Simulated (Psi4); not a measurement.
## Property calculation of ZnH$_{2}$

- system: ZnH$_{2}$, SMILES [H][Zn][H]
- method: HF/cc-pVTZ, RHF, sfX2C (Psi4 1.11)

The geometry comes from this level: GFN2-xTB.

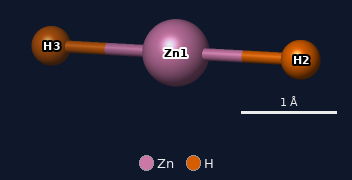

Figure 1. The structure (ball-and-stick view, seen at a tilt; atoms are numbered from 1 in the order of the input). Sticks mark near contacts.

## Key numbers

- outcome: converged
- total energy: −1792.145469 hartree
- basis functions: 96
- HOMO: −11.00 eV
- LUMO: 1.49 eV
- dipole moment: 0.00 D
- hardware: 1 thread of Intel Xeon (Granite Rapids), 192 GiB of memory available, shared host
- wall time: 17 s
- peak memory: 0.73 GiB

Settings chosen away from the usual ones: orbital_optimizer_package set to ooo; diis_max_vecs set to 5.

## Input (h2zn.inp)
```
memory 1600 MB

molecule m {
  0 1
  Zn     0.000210     0.000120    -0.000080
  H     -0.018120    -0.022340     1.498900
  H      0.017920     0.022220    -1.498820
  symmetry c1
  no_reorient
  no_com
}

set basis cc-pVTZ
set scf_type df
set orbital_optimizer_package ooo
set diis_max_vecs 5
set relativistic x2c

e_tot, wfn = energy('scf', return_wfn=True)
oeprop(wfn, 'MULTIPOLE(3)', 'MAYER_INDICES', 'QUADRUPOLE', 'LOWDIN_CHARGES')
print_variables()
```

Launched with:
```bash
psi4 -i h2zn.inp -o h2zn.out -n 1
```

## The program's output
```
Psi4 1.11 release

Relativistic analytic gradients are not implemented yet, re-routing to finite differences.

   => Loading Basis Set <=

    Name: CC-PVTZ
    Role: ORBITAL
    Keyword: BASIS

         ---------------------------------------------------------
                                   SCF
                              RHF Reference
                        1 Threads,   1525 MiB Core
         ---------------------------------------------------------

  ==> Geometry <==

    Molecular point group: c1
    Full point group: C1

    Geometry (in Angstrom), charge = 0, multiplicity = 1:

       Center              X                  Y                   Z               Mass
    ------------   -----------------  -----------------  -----------------  -----------------
         ZN           0.000210000000     0.000120000000    -0.000080000000    63.929142010000
         H           -0.018120000000    -0.022340000000     1.498900000000     1.007825032230
         H            0.017920000000     0.022220000000    -1.498820000000     1.007825032230

  Running in c1 symmetry.

  Rotational constants: A = 4529390.83507  B =      3.72135  C =      3.72135 [cm^-1]
  Rotational constants: A = 135787721168.69440  B = 111563.25447  C = 111563.16281 [MHz]
  Nuclear repulsion =   21.355811379207452

  Charge       = 0
  Multiplicity = 1
  Electrons    = 32
  Nalpha       = 16
  Nbeta        = 16

  ==> Algorithm <==

  SCF Algorithm Type is DF.
  DIIS enabled.
  MOM disabled.
  Fractional occupation disabled.
  Guess Type is SAD.
  Energy threshold   = 1.00e-06
  Density threshold  = 1.00e-06
  Integral threshold = 1.00e-12

  ==> Primary Basis <==

  Basis Set: CC-PVTZ
    Blend: CC-PVTZ
    Number of shells: 32
    Number of basis functions: 96
    Number of Cartesian functions: 114
    Spherical Harmonics?: true
    Max angular momentum: 4

   => Loading Basis Set <=

    Name: (CC-PVTZ AUX)
    Role: JKFIT
    Keyword: DF_BASIS_SCF

   => Loading Basis Set <=

    Name: (CC-PVTZ AUX)
    Role: DECON
    Keyword: BASIS_RELATIVISTIC

  ==> Integral Setup <==

  DFHelper Memory: AOs need 0.026 GiB; user supplied 1.118 GiB.
  SCF_SUBTYPE=INCORE selected. In-core MEM_DF algorithm will be used.
  Using in-core AOs.

  ==> MemDFJK: Density-Fitted J/K Matrices <==

    J tasked:                   Yes
    K tasked:                   Yes
    wK tasked:                   No
    Memory [MiB]:              1144
    Algorithm:                 Core
    Schwarz Cutoff:           1E-12
    Mask sparsity (%):       0.0000
    Fitting Condition:        1E-10

   => Auxiliary Basis Set <=

  Basis Set: (CC-PVTZ AUX)
    Blend: CC-PVTZ-JKFIT + DEF2-UNIVERSAL-JKFIT
    Number of shells: 78
    Number of basis functions: 324
    Number of Cartesian functions: 447
    Spherical Harmonics?: true
    Max angular momentum: 6

 OEINTS: Using relativistic (X2C) overlap, kinetic, and potential integrals.
         ------------------------------------------------------------
         Spin-Free X2C Integrals at the One-Electron Level (SFX2C-1e)
         ------------------------------------------------------------

  ==> X2C Options <==

    Computational Basis: CC-PVTZ
    X2C Basis: (CC-PVTZ AUX)
    The X2C Hamiltonian will be computed in the X2C Basis

    Comparing only 96 out of 163 elements of H_Dirac

    The 1-norm of |H_X2C - H_Dirac| is: 165.032168647674

    WARNING: The X2C and Dirac Hamiltonians have substatially different eigenvalues!
             This is probably caused by the recontraction of the basis set.

  Minimum eigenvalue in the overlap matrix is 4.1230950890E-04.
  Reciprocal condition number of the overlap matrix is 9.6319963549E-05.
    Using symmetric orthogonalization.

  ==> Pre-Iterations <==

  SCF Guess: Superposition of Atomic Densities via on-the-fly atomic UHF (no occupation information).

   -------------------------
    Irrep   Nso     Nmo
   -------------------------
     A         96      96
   -------------------------
    Total      96      96
   -------------------------

  ==> Iterations <==

                           Total Energy        Delta E     RMS |[F,P]|

   @DF-RHF iter SAD: -1788.16733162735704   -1.78817e+03   0.00000e+00
   @DF-RHF iter   1: -1789.99450249438223   -1.78999e+03   4.09551e-02 ODA
   @DF-RHF iter   2: -1790.22962547286693   -2.35123e-01   3.00100e-02 ODA
   @DF-RHF iter   3: -1790.78170207144876   -5.52077e-01   3.51258e-02 ADIIS+DIIS
   @DF-RHF iter   4: -1792.09211811227124   -1.31042e+00   6.47264e-03 ADIIS+DIIS
   @DF-RHF iter   5: -1792.14403404220639   -5.19159e-02   7.82697e-04 ADIIS+DIIS
   @DF-RHF iter   6: -1792.14538072942514   -1.34669e-03   1.48199e-04 ADIIS+DIIS
   @DF-RHF iter   7: -1792.14546182059371   -8.10912e-05   3.79454e-05 DIIS
   @DF-RHF iter   8: -1792.14546830068639   -6.48009e-06   6.85909e-06 DIIS
   @DF-RHF iter   9: -1792.14546862407769   -3.23391e-07   4.90382e-06 DIIS
   @DF-RHF iter  10: -1792.14546870373033   -7.96526e-08   6.24434e-07 Converged
  Energy and wave function converged.

  ==> Post-Iterations <==

    Orbital Energies [Eh]
    ---------------------

    Doubly Occupied:

       1A   -356.937395     2A    -45.273278     3A    -39.298649
       4A    -39.298649     5A    -39.295388     6A     -5.800994
       7A     -3.913450     8A     -3.913450     9A     -3.912174
      10A     -0.795888    11A     -0.795888    12A     -0.794741
      13A     -0.789037    14A     -0.789037    15A     -0.471729
      16A     -0.404177

    Virtual:

      17A      0.054677    18A      0.054677    19A      0.091210
      20A      0.139310    21A      0.176208    22A      0.269934
      23A      0.269934    24A      0.398159    25A      0.499807
      26A      0.632726    27A      0.632726    28A      0.646134
      29A      0.666132    30A      0.702969    31A      0.702969
      32A      0.918273    33A      0.918273    34A      1.081104
      35A      1.125657    36A      1.125657    37A      1.153468
      38A      1.241169    39A      1.241169    40A      1.650007
      41A      1.710371    42A      2.861586    43A      2.912408
      44A      2.912408    45A      2.976513    46A      2.982841
      47A      2.982841    48A      3.120424    49A      3.340790
      50A      3.340790    51A      3.471248    52A      3.471873
      53A      3.471873    54A      3.539987    55A      3.539987
      56A      3.858902    57A      3.858902    58A      4.038376
      59A      4.038376    60A      4.227359    61A      4.227359
      62A      4.399392    63A      4.399392    64A      4.435776
      65A      4.435776    66A      4.437303    67A      4.447105
      68A      4.723959    69A      4.723959    70A      4.900616
      71A      4.900617    72A      4.911218    73A      5.173830
      74A      5.780915    75A      5.870876    76A     10.811400
      77A     10.811400    78A     10.946502    79A     10.946502
      80A     11.741281    81A     16.229795    82A     16.229795
      83A     16.238663    84A     16.238663    85A     16.330266
      86A     16.330266    87A     16.672555    88A     16.912472
      89A     16.912472    90A     16.917961    91A     16.917961
      92A     16.921477    93A     16.921477    94A     16.933013
      95A     16.933013    96A     16.991861

    Final Occupation by Irrep:
              A
    DOCC [    16 ]
    NA   [    16 ]
    NB   [    16 ]

  @DF-RHF Final Energy: -1792.14546870373351

   => Energetics <=

    Nuclear Repulsion Energy =             21.3558113792074522
    One-Electron Energy =               -2542.0347109287176863
    Two-Electron Energy =                 728.5334308457767065
    Total Energy =                      -1792.1454687037335134

Computation Completed

Properties will be evaluated at   0.000000,   0.000000,   0.000000 [a0]

Properties computed using the SCF density matrix

 Multipole Moments:

 ------------------------------------------------------------------------------------
     Multipole            Electronic (a.u.)      Nuclear  (a.u.)        Total (a.u.)
 ------------------------------------------------------------------------------------

 L = 1.  Multiply by 2.5417464519 to convert [e a0] to [Debye]
 Dipole X            :         -0.0110819            0.0115273            0.0004455
 Dipole Y            :         -0.0063174            0.0065762            0.0002589
 Dipole Z            :          0.0041832           -0.0043842           -0.0002009
 Magnitude           :                                                    0.0005530

 ------------------------------------------------------------------------------------

	total time  =         15 seconds =       0.25 minutes

Properties will be evaluated at   0.000000,   0.000000,   0.000000 [a0]
OEProp: No title given, name of density matrix used for the following properties is 'SCF density'

 Multipole Moments:

 ------------------------------------------------------------------------------------
     Multipole            Electronic (a.u.)      Nuclear  (a.u.)        Total (a.u.)
 ------------------------------------------------------------------------------------

 L = 1.  Multiply by 2.5417464519 to convert [e a0] to [Debye]
 Dipole X            :         -0.0110819            0.0115273            0.0004455
 Dipole Y            :         -0.0063174            0.0065762            0.0002589
 Dipole Z            :          0.0041832           -0.0043842           -0.0002009
 Magnitude           :                                                    0.0005530

 L = 2.  Multiply by 1.3450342976 to convert [e a0^2] to [Debye ang]
 Quadrupole XX       :        -10.8287977            0.0023240          -10.8264737
 Quadrupole XY       :         -0.0039164            0.0028702           -0.0010462
 Quadrupole XZ       :          0.2633009           -0.1929069            0.0703940
 Quadrupole YY       :        -10.8304682            0.0035469          -10.8269213
 Quadrupole YZ       :          0.3255451           -0.2385096            0.0870355
 Quadrupole ZZ       :        -32.7262166           16.0453756          -16.6808409
 Traceless XX        :          7.2996965           -5.3480915            1.9516049
 Traceless YY        :          7.2980259           -5.3468686            1.9511573
 Traceless ZZ        :        -14.5977224           10.6949601           -3.9027623

 L = 3.  Multiply by 0.7117614979 to convert [e a0^3] to [Debye ang^2]
 Octupole XXX        :         -0.0072623           -0.0000013           -0.0072636
 Octupole XXY        :         -0.0013608           -0.0000013           -0.0013622
 Octupole XXZ        :          0.0003009            0.0000731            0.0003740
 Octupole XYY        :         -0.0024202           -0.0000013           -0.0024215
 Octupole XYZ        :         -0.0000450            0.0000672            0.0000222
 Octupole XZZ        :         -0.0003914           -0.0030613           -0.0034527
 Octupole YYY        :         -0.0040843           -0.0000012           -0.0040856
 Octupole YYZ        :          0.0003120            0.0000544            0.0003663
 Octupole YZZ        :         -0.0000848           -0.0018553           -0.0019402
 Octupole ZZZ        :         -0.0021017            0.0036386            0.0015369

 ------------------------------------------------------------------------------------

 Multipole Moments:

 ------------------------------------------------------------------------------------
     Multipole            Electronic (a.u.)      Nuclear  (a.u.)        Total (a.u.)
 ------------------------------------------------------------------------------------

 L = 1.  Multiply by 2.5417464519 to convert [e a0] to [Debye]
 Dipole X            :         -0.0110819            0.0115273            0.0004455
 Dipole Y            :         -0.0063174            0.0065762            0.0002589
 Dipole Z            :          0.0041832           -0.0043842           -0.0002009
 Magnitude           :                                                    0.0005530

 L = 2.  Multiply by 1.3450342976 to convert [e a0^2] to [Debye ang]
 Quadrupole XX       :        -10.8287977            0.0023240          -10.8264737
 Quadrupole XY       :         -0.0039164            0.0028702           -0.0010462
 Quadrupole XZ       :          0.2633009           -0.1929069            0.0703940
 Quadrupole YY       :        -10.8304682            0.0035469          -10.8269213
 Quadrupole YZ       :          0.3255451           -0.2385096            0.0870355
 Quadrupole ZZ       :        -32.7262166           16.0453756          -16.6808409
 Traceless XX        :          7.2996965           -5.3480915            1.9516049
 Traceless YY        :          7.2980259           -5.3468686            1.9511573
 Traceless ZZ        :        -14.5977224           10.6949601           -3.9027623

 ------------------------------------------------------------------------------------
  Lowdin Charges: (a.u.)
   Center  Symbol    Alpha    Beta     Spin     Total
       1    ZN    14.77507 14.77507  0.00000  0.44985
       2     H     0.61243  0.61243  0.00000 -0.22487
       3     H     0.61249  0.61249  0.00000 -0.22498

  Total alpha = 16.00000, Total beta = 16.00000, Total charge = -0.00000

  Mayer Bond Indices:

  Irrep: 1 Size: 3 x 3

                 1                   2                   3

    1     0.00000000000000     0.90391803470016     0.90392109231679
    2     0.90391803470016     0.00000000000000     0.01807081524295
    3     0.90392109231679     0.01807081524295     0.00000000000000

  Atomic Valences:

 #  #
 Irrep: 1
      1:    1.807839127016950
      2:    0.921988849943109
      3:    0.921991907559735

  Variable Map:
  ----------------------------------------------------------------------------
  "CURRENT ENERGY"           =>   -1792.145468703734
  "CURRENT REFERENCE ENERGY" =>   -1792.145468703734
  "HF KINETIC ENERGY"        =>    1741.674181489926
  "HF POTENTIAL ENERGY"      =>   -3533.819650193659
  "HF TOTAL ENERGY"          =>   -1792.145468703734
  "HF VIRIAL RATIO"          =>       2.028978604466
  "NUCLEAR REPULSION ENERGY" =>      21.355811379207
  "ONE-ELECTRON ENERGY"      =>   -2542.034710928718
  "SCF ITERATION ENERGY"     =>   -1792.145468703734
  "SCF ITERATIONS"           =>      10.000000000000
  "SCF TOTAL ENERGY"         =>   -1792.145468703734
  "TWO-ELECTRON ENERGY"      =>     728.533430845777

  Array Variable Map:
  ----------------------------------------------------------------------------
  "CURRENT DIPOLE"           =>       0.000445473815 ... -0.000200932899 1 by 3
  "DIPOLE"                   =>       0.000445473815 ... -0.000200932899 1 by 3
  "OCTUPOLE"                 =>      -0.007263579027 ... 0.001536904096 1 by 10
  "QUADRUPOLE"               =>     -10.826473719255 ... -16.680840924659 1 by 6
  "SCF DIPOLE"               =>       0.000445473815 ... -0.000200932899 1 by 3
  "SCF TOTAL ENERGIES"       =>   -1792.145468703734 ... -1792.145468703734 1 by 1

    Psi4 run time: 0:00:16.11
```

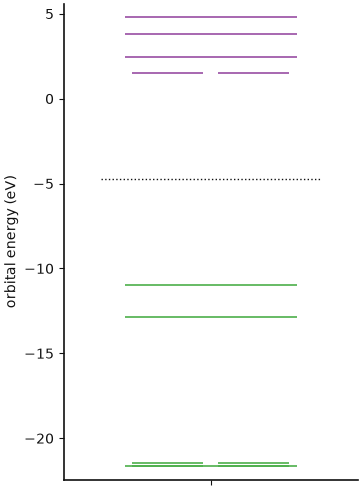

Figure 2. Orbital energies near the frontier; the dotted line parts filled from empty levels, and levels within 0.02 eV of each other stand side by side. Highest filled −11.00 eV, lowest empty 1.49 eV, 12.49 eV apart.
